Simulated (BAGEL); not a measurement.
# AlH (SMILES [AlH]): FCI/3-21G (density fitting with cc-pvqz-jkfit)

What is the energy change on altering one bond length of AlH at FCI/3-21G (density fitting with cc-pvqz-jkfit)? 

The calculation is run with BAGEL 1.2.2.

4 further runs of the same task are left out: 4 set aside as unsound or not needed.

### 1 The structure to begin with

AlH: 2 atoms, total charge 0, spin state singlet. As SMILES, `[AlH]`. The coordinates come from a PBE0-D4/def2-TZVP relaxation.

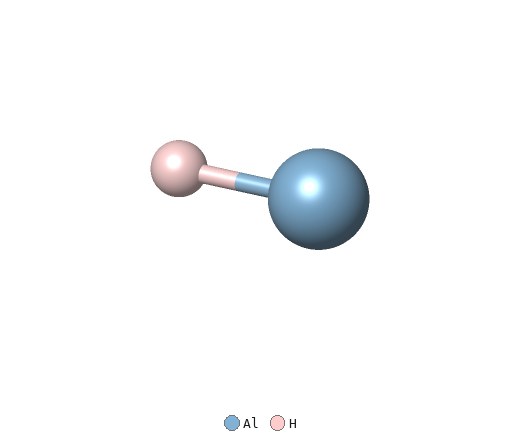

The structure, seen from a chosen angle (aluminium light blue, hydrogen pink).

### 2 The energy at FCI/3-21G (density fitting with cc-pvqz-jkfit)

Contents of input.json:

```json
{ "bagel" : [

{
  "title" : "molecule",
  "basis" : "3-21g",
  "df_basis" : "cc-pvqz-jkfit",
  "angstrom" : true,
  "geometry" : [
    { "atom" : "Al", "xyz" : [       0.000000,       0.000000,      -0.025640 ] },
    { "atom" : "H", "xyz" : [       0.000000,       0.000000,       1.639110 ] }
  ]
},

{
  "title" : "hf"
},

{
  "title" : "fci",
  "nstate" : 1,
  "ncore" : 5
}

]}
```

On the command line:

```sh
$ BAGEL_NUM_THREADS=1 BAGEL input.json > input.out
```

Output:

```text
* using 1 threads per process

  ===============================================================
  ===============================================================

  *** Geometry ***

  { "atom" : "Al", "xyz" : [      0.000000,      0.000000,     -0.048453 ] },
  { "atom" : "H", "xyz" : [      0.000000,      0.000000,      3.097469 ] },

  Number of auxiliary basis functions:      199

  Since a DF basis is specified, we compute 2- and 3-index integrals:
    o Being stored without compression. Storage requirement is 0.000 GB

  Number of basis functions:       15
  Number of electrons      :       14

    * METHOD: MOLECULE                             0.02

  *** RHF ***

  === Nuclear Repulsion ===
     4.1323344278

      * DIIS with orbital gradients will be used.

  === RHF iteration (3-21g) ===
      0       -241.11183305          0.01049753           0.00
      1       -241.12173413          0.00236307           0.00
      2       -241.12248369          0.00058124           0.00
      3       -241.12253914          0.00004503           0.00
      4       -241.12253986          0.00000728           0.00
      5       -241.12253988          0.00000043           0.00
      6       -241.12253988          0.00000006           0.00
      7       -241.12253988          0.00000001           0.00
    * SCF iteration converged.

    * Permanent dipole moment:
           (    0.000000,     0.000000,    -0.221692) a.u.

    * METHOD: HF                                   0.03

  ---------------------------
        FCI calculation
  ---------------------------

  Performs exactly the same way as Knowles & Handy 1984 CPL

  o alpha-beta strings
      length:            90
  o size of the space
      determinant space:  2025
      spin-adapted space: 825

  o single displacement lists (alpha)
      length:           810
  o single displacement lists (beta)
      length:           810
 Constructing space of all determinants that can formed by removing 1 electron from 2 alpha and 2 beta electrons.

 Space is made up of 4 determinants.
  o forming links

     guess   0:   closed 11........           open ..........

  === FCI iteration ===

      0  0      -241.12253988     4.77e-03      0.00
      1  0      -241.16552438     1.44e-03      0.00
      2  0      -241.16869967     4.04e-04      0.00
      3  0      -241.16896532     1.26e-04      0.00
      4  0      -241.16898859     3.53e-05      0.00
      5  0      -241.16899035     9.33e-06      0.00
      6  0      -241.16899048     2.29e-06      0.00
      7  0      -241.16899048     7.40e-07      0.00
      8  0      -241.16899048     1.80e-07      0.00
      9  0      -241.16899048     3.68e-08      0.00
     10  0      -241.16899048     8.20e-09      0.00
     11  0      -241.16899048     2.10e-09      0.00
     12  0      -241.16899048     5.16e-10      0.00
     13  0      -241.16899048     1.24e-10      0.00
     14  0 *    -241.16899048     2.70e-11      0.00

     * ci vector, state   0, <S^2> = 0.0000
       22........     0.9650055125
       2.2.......    -0.0943976156
       2..2......    -0.0943976156
       2...2.....    -0.0608786761
       2.......2.    -0.0518938347

    * METHOD: FCI                                  0.02

  ===============================================================
```

Run time: 0.22 s. Hardware: 1 thread of Arm Neoverse V2, shared host.

### 3 The distorted shape

Contents of input.json:

```json
{ "bagel" : [

{
  "title" : "molecule",
  "basis" : "3-21g",
  "df_basis" : "cc-pvqz-jkfit",
  "angstrom" : "true",
  "geometry" : [
    { "atom" : "Al", "xyz" : [       0.000000,       0.000000,      -0.857990 ] },
    { "atom" : "H", "xyz" : [       0.000000,       0.000000,       1.639110 ] }
  ]
},

{
  "title" : "hf"
},

{
  "title" : "fci",
  "nstate" : 1,
  "ncore" : 5
}

]}
```

On the command line:

```sh
$ BAGEL_NUM_THREADS=1 BAGEL input.json > input.out
```

Output:

```text
* using 1 threads per process

  ===============================================================
  ===============================================================

  *** Geometry ***

  { "atom" : "Al", "xyz" : [      0.000000,      0.000000,     -1.621366 ] },
  { "atom" : "H", "xyz" : [      0.000000,      0.000000,      3.097469 ] },

  Number of auxiliary basis functions:      199

  Since a DF basis is specified, we compute 2- and 3-index integrals:
    o Being stored without compression. Storage requirement is 0.000 GB

  Number of basis functions:       15
  Number of electrons      :       14

    * METHOD: MOLECULE                             0.02

  *** RHF ***

  === Nuclear Repulsion ===
     2.7549171994

      * DIIS with orbital gradients will be used.

  === RHF iteration (3-21g) ===
      0       -241.03556540          0.02167219           0.00
      1       -241.06774750          0.00268925           0.00
      2       -241.06858091          0.00080251           0.00
      3       -241.06867823          0.00006265           0.00
      4       -241.06867908          0.00001163           0.00
      5       -241.06867912          0.00000151           0.00
      6       -241.06867912          0.00000018           0.00
      7       -241.06867912          0.00000003           0.00
      8       -241.06867912          0.00000000           0.00
    * SCF iteration converged.

    * Permanent dipole moment:
           (    0.000000,    -0.000000,     1.072944) a.u.

    * METHOD: HF                                   0.03

  ---------------------------
        FCI calculation
  ---------------------------

  Performs exactly the same way as Knowles & Handy 1984 CPL

  o alpha-beta strings
      length:            90
  o size of the space
      determinant space:  2025
      spin-adapted space: 825

  o single displacement lists (alpha)
      length:           810
  o single displacement lists (beta)
      length:           810
 Constructing space of all determinants that can formed by removing 1 electron from 2 alpha and 2 beta electrons.

 Space is made up of 4 determinants.
  o forming links

     guess   0:   closed 11........           open ..........

  === FCI iteration ===

      0  0      -241.06867912     4.73e-03      0.00
      1  0      -241.12421199     1.78e-03      0.00
      2  0      -241.13039290     7.02e-04      0.00
      3  0      -241.13126863     2.52e-04      0.00
      4  0      -241.13138875     8.51e-05      0.00
      5  0      -241.13140099     2.64e-05      0.00
      6  0      -241.13140212     7.31e-06      0.00
      7  0      -241.13140221     2.49e-06      0.00
      8  0      -241.13140222     7.63e-07      0.00
      9  0      -241.13140222     2.29e-07      0.00
     10  0      -241.13140222     6.62e-08      0.00
     11  0      -241.13140222     2.00e-08      0.00
     12  0      -241.13140222     5.23e-09      0.00
     13  0      -241.13140222     1.63e-09      0.00
     14  0      -241.13140222     5.56e-10      0.00
     15  0      -241.13140222     1.72e-10      0.00
     16  0 *    -241.13140222     4.60e-11      0.00

     * ci vector, state   0, <S^2> = -0.0000
       22........     0.9392604646
       2...2.....    -0.2256331482
       .2.2......    -0.0953341058
       .22.......    -0.0953341058

    * METHOD: FCI                                  0.02

  ===============================================================
```

Wall time 0.22 s (1 thread of Arm Neoverse V2, shared host).

### 4 Summary of results

At FCI/3-21G (density fitting with cc-pvqz-jkfit), 5 core orbitals frozen:

| quantity | value |
| --- | --- |
| first shape: total energy | -241.16899 Eh |
| distorted shape: total energy | -241.13140 Eh |
| energy change with the Al1–H2 bond stretched from 1.665 to 2.497 Å | 1.023 eV |

What this shows: With the Al1–H2 bond stretched from 1.665 to 2.497 Å the energy rises by 1.02 eV (99 kJ/mol). The first shape isn't relaxed at this level, so the change isn't measured from a minimum.
